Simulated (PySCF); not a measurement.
# Single-point calculation, with input and output: C₃H₂O

- system: C₃H₂O (2-cyclopropen-1-one), SMILES O=c1cc1
- method: BHLYP/def2-SVPD, RKS (PySCF 2.14.0)

The geometry comes from this level: GFN2-xTB.

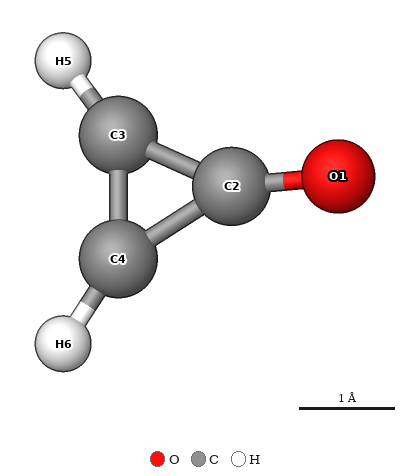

**Figure 1.** The structure as given in the input (ball-and-stick view, seen at a tilt; atoms are numbered from 1 in the order of the input). Bond lengths as drawn: C–C 1.35 to 1.43 Å, C–H 1.07 Å and C–O 1.19 Å.

Key numbers:

| quantity | value |
| --- | --- |
| outcome | converged |
| total energy | −190.400212 hartree |
| basis functions | 99 |
| HOMO | −8.53 eV |
| LUMO | −0.16 eV |
| dipole moment | 4.53 D |
| hardware | 1 thread of Intel Xeon @ 2.70GHz, 189 GiB of memory available, shared host |
| wall time | 21 s |
| peak memory | 0.49 GiB |

Input (run.py):
```python
from pyscf import gto, dft

molecule = gto.M(
    atom='''
O       -0.019610      -1.852770       0.848070
C       -0.007630      -0.771420       0.353250
C        0.593690       0.234860      -0.467590
C       -0.585820       0.517640       0.123230
H        1.362040       0.611780      -1.105630
H       -1.342660       1.259910       0.248680
''',
    spin=0,
    verbose=3,
    max_memory=1860,
    charge=0,
    basis='def2-svpd',
)

mf = dft.RKS(molecule, xc='bhandhlyp')
mf.conv_tol = 1e-10
mf.grids.level = 5
mf.kernel()
if not mf.converged:
    mf = mf.newton().run(mf.mo_coeff, mf.mo_occ)

energy = mf.e_tot
print('Final energy', energy)
```

Launch command:
```bash
OMP_NUM_THREADS=1 python run.py
```

Log:
```
converged SCF energy = -190.400211666223
Final energy -190.40021166622273
```

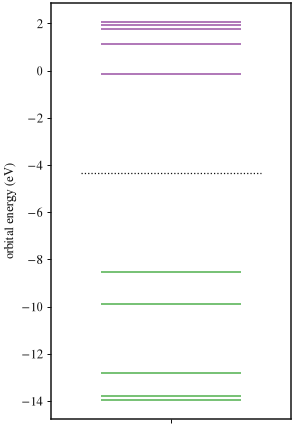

**Figure 2.** Orbital energies near the frontier; the dotted line parts filled from empty levels, and levels within 0.02 eV of each other stand side by side. Highest filled −8.53 eV, lowest empty −0.16 eV, 8.37 eV apart.
